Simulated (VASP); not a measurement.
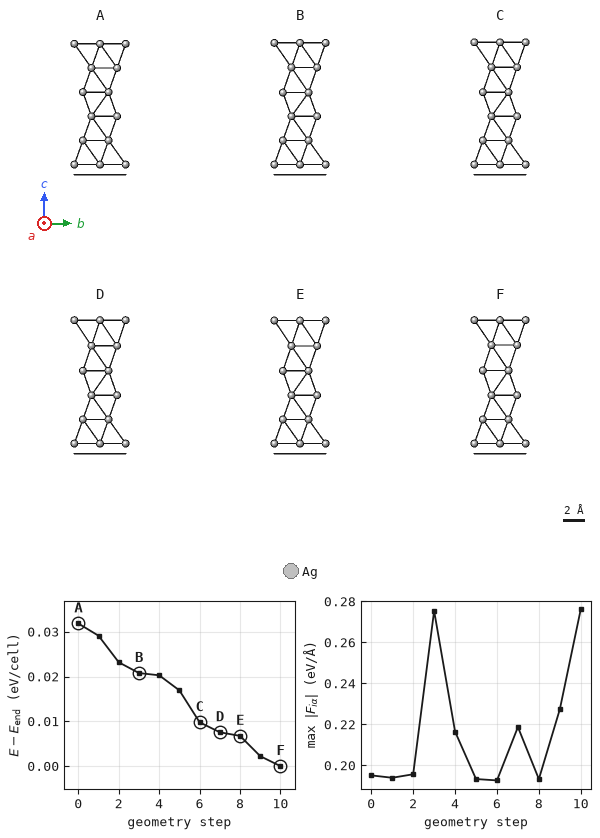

Frames of a relaxation of a slab of composition Ag, marked on the history of the run. The picture is a ball-and-stick view of the 3 × 2 repeat of the cell, outlined in the plane, without the vacuum, seen along the a axis.

The run lets the atoms move in a fixed cell. 3 atoms are held fixed.

The calculation used Kohn-Sham DFT of a periodic cell, BLYP, VASP PAW PBE potentials, recommended in VASP.

The input:
```
SYSTEM = Ag
AGGAC = 1.0 ; AGGAX = 1.0
ALDAC = 0.0 ; ALDAX = 1.0
ALGO = Normal ; DIPOL = 0.5 0.5 0.500
EDIFF = 1E-6 ; EDIFFG = -0.02
ENCUT = 520 ; GGA = B5
IBRION = 2 ; IDIPOL = 3
ISIF = 2 ; ISMEAR = -1
LASPH = .TRUE. ; LCHARG = .FALSE.
LDIPOL = .TRUE. ; LREAL = .FALSE.
LWAVE = .FALSE. ; NELM = 100
NSW = 60 ; PREC = Accurate
SIGMA = 0.05
```

Run as
```bash
cat potpaw_PBE.64/Ag/POTCAR > POTCAR
mpirun -np 1 vasp_std > vasp.out
```

### Describe the path.

Over 10 geometry steps the energy falls by 31.9 meV per cell of the calculation. The largest force component goes from 0.2 to 0.28 eV/Å. An Ag atom moves most: 0.27 Å along the normal (+c). The cell stays as it was. Among the contacts that change: Ag–Ag 2.942 → 3.045 Å, Ag–Ag 2.942 → 3.010 Å. It ran on 1 thread of Intel(R) Xeon(R) Platinum 8375C CPU @ 2.90GHz (Ice Lake) (shared host). From step 0 to 3: an Ag atom moves most (0.09 Å), energy −11.1 meV per cell of the calculation. From step 3 to 6: an Ag atom moves most (0.06 Å), energy −11.0 meV per cell of the calculation. From step 6 to 7: an Ag atom moves most (0.11 Å), energy −2.2 meV per cell of the calculation. From step 7 to 8: an Ag atom moves most (0.04 Å), energy −0.8 meV per cell of the calculation. From step 8 to 10: an Ag atom moves most (0.08 Å), energy −6.8 meV per cell of the calculation.

```
step  E − E(0), meV/atom  largest force component, eV/Å
   0                0.00                         0.1952
   1               -0.46                         0.1940
   2               -1.44                         0.1957
   3               -1.85                         0.2754
   4               -1.93                         0.2165
   5               -2.49                         0.1934
   6               -3.68                         0.1927
   7               -4.05                         0.2187
   8               -4.18                         0.1933
   9               -4.94                         0.2274
  10               -5.31                         0.2762
```
